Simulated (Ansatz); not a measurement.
# Ga$_{2}$N (charge +1, quintet): what the fields show

```yaml
atoms:
  - { symbol: Ga, position_ang: [-1.3160, 0.4868, 0.6135] }
  - { symbol: Ga, position_ang: [0.9075, -1.2332, 0.0285] }
  - { symbol: N, position_ang: [0.4085, 0.7464, -0.6420] }
```

Geometry: PBE0-D4/def2-TZVP.

Theory: UKS PBE0-D4/def2-TZVP in Ansatz 0.2.0.

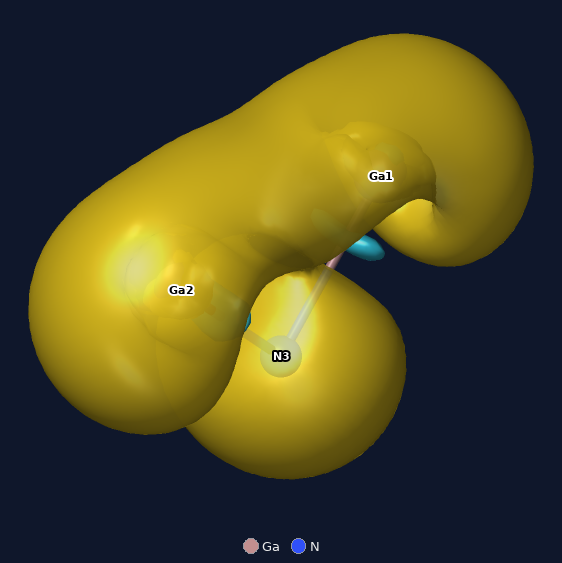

Figure 1. Isosurfaces of the spin density (α minus β) at +0.03 (yellow) and −0.03 e/Å³ (cyan), seen at an oblique angle.

Q: Where is the unpaired spin?

A: The unpaired spin (4 electrons) lies mostly on N3 (about 2.1), Ga1 (about 1.0) and Ga2 (about 1.0), in electrons by Hirshfeld's partition.

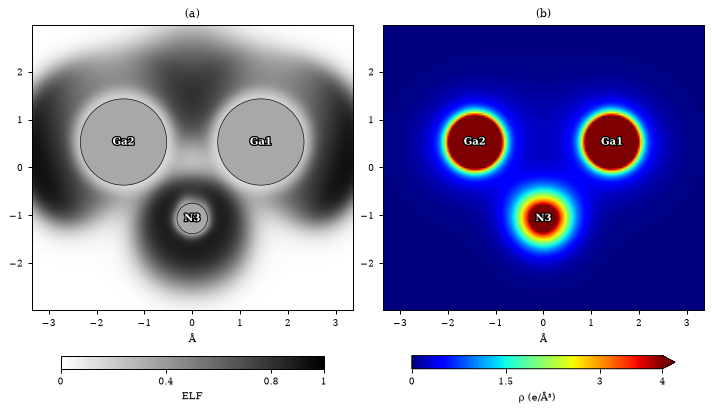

Figure 2. (a) ELF; (b) electron density on the molecular plane. Grey discs cover the atomic cores in the ELF map.

Q: What does the map show?

A:
- Atoms in the plane: Ga and N.
- Ga–N (2.15 Å): ρ at the midpoint is about 0.46 e/Å³; the ELF peaks at about 0.85 in the valence shell of N, 0.6 Å from its nucleus, and is about 0.35 at the midpoint.
- The ELF also peaks beside N3, away from the bonds: non-bonding electrons, paired or unpaired.

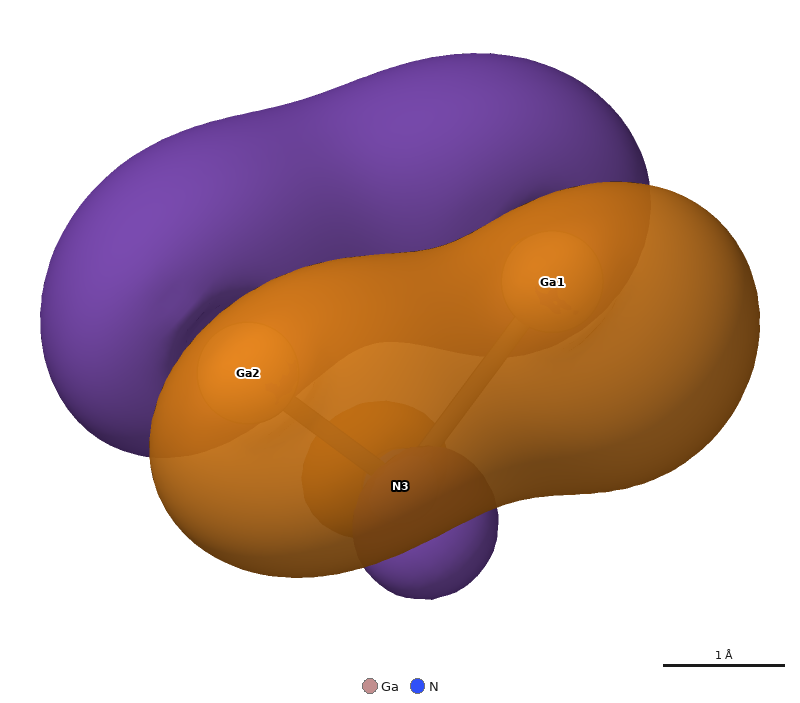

Figure 3. The LUMO (α) at ±0.08 Å⁻³ᐟ² (orange and purple are the two phases), seen at a tilt.

Q: Where does this orbital lie, and at what energy?

A: By Hirshfeld shares it lies mainly on Ga1 (about 45 %), Ga2 (about 45 %) and N3 (about 5 %); it changes sign across the molecular plane (π type). Its energy is −7.52 eV.
